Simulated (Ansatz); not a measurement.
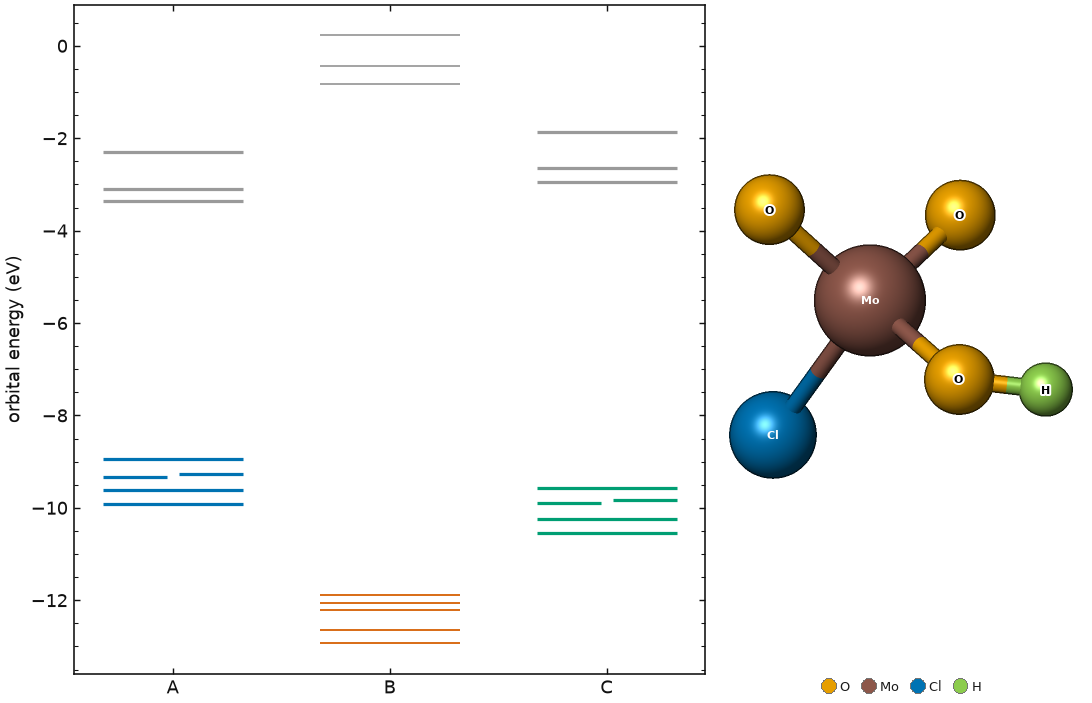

Frontier orbital energies of MoHO₃Cl, SMILES [O]=[Mo](=[O])([OH])[Cl], singlet at one geometry, def2-TZVPP, the Ansatz code 0.2.0, at a PBE0-D4/def2-TZVP geometry (a minimum by its frequencies). Empty levels are grey, levels within 0.1 eV stand side by side; all columns show the same few orbitals around the gap.

The columns come from PBE0, r2SCANh and ωB97M-V. Which is which?

A: r2SCANh (HOMO −8.94, LUMO −3.36, separation 5.58 eV)
B: ωB97M-V (HOMO −11.88, LUMO −0.82, separation 11.06 eV)
C: PBE0 (HOMO −9.57, LUMO −2.95, separation 6.62 eV)

Limits of at least one run: core potentials past krypton; empty levels above zero depend strongly on the basis.
